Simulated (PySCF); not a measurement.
# P10Yb (Yb(P5)2+): the cost of one run

Computed with PySCF 2.14.0. Level: r2SCAN, Yb lcecp-1-SVP with ECP59, P def2-SVP; scalar-relativistic core potentials, no spin–orbit coupling.

3 further runs of the same task are left out: 2 for a known fault of the program, 1 that didn't finish.

**1. The starting structure**

11 atoms, charge 1, spin multiplicity 1.

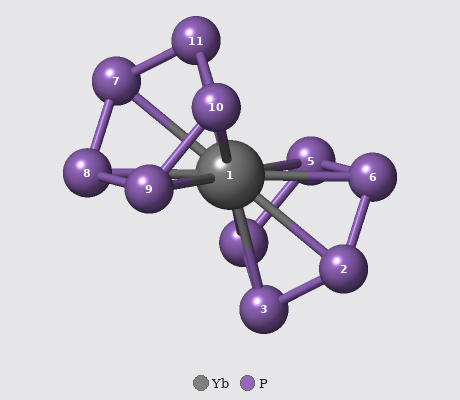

The geometry (ytterbium grey, phosphorus purple); atoms are numbered from 1 in the order of the file.

Coordinates:

```xyz
11
P10Yb
Yb    0.0000    0.0000    0.0000
P     0.0000    1.8269    2.3640
P    -1.7375    0.5645    2.3640
P    -1.0738   -1.4780    2.3640
P     1.0738   -1.4780    2.3640
P     1.7375    0.5646    2.3640
P     0.0000   -1.8269   -2.3640
P    -1.7375   -0.5646   -2.3640
P    -1.0738    1.4780   -2.3640
P     1.0738    1.4780   -2.3640
P     1.7375   -0.5645   -2.3640
```

Formal oxidation states: Yb +3. Each metal's 13 4f electrons lie in its core potential, so multiplicities, spins and levels count the valence alone. An earlier session relaxed this geometry at r2SCAN, Yb lcecp-1-SVP with ECP59, P def2-SVP (singlet, point group D5d).

Its energy there is -3451.631166 Eh.

**2. Atoms moved at random, σ = 0.1 Å**

run.py (the lines that set the calculation) reads:

```python
mol = gto.M(atom='''
Yb    -0.11580     0.12508     0.04259
P     -0.03299     1.76739     2.26255
P     -1.67764     0.53005     2.50756
P     -0.94872    -1.35098     2.31557
P      1.05645    -1.37025     2.46614
P      1.71298     0.42353     2.36412
P      0.08119    -1.84112    -2.40756
P     -1.72182    -0.71801    -2.44085
P     -1.04411     1.56736    -2.24317
P      1.00383     1.41351    -2.37794
P      1.68663    -0.54655    -2.48901''',
    basis={'Yb': 'lcecp-1-SVP', 'P': 'def2-SVP'},
    ecp={'Yb': 'lcecp-1-SVP'},
    charge=1, spin=0)
mf = dft.RKS(mol, xc='R2SCAN')
mf.grids.atom_grid = (50, 194)  # f atoms: unpruned, at least (60, 302)
mf = mf.density_fit()  # fitting sets: Yb AutoAux, P def2-universal-JKFIT
mf.conv_tol = 1e-08; mf.max_cycle = 55
mf.kernel(dm0)  # dm0: the density of the relaxed state
```

Launch:

```console
$ OMP_NUM_THREADS=4 python run.py
```

**Question.** How long does this run take on 4 threads of Arm Neoverse V1, shared host?

About 21 s.
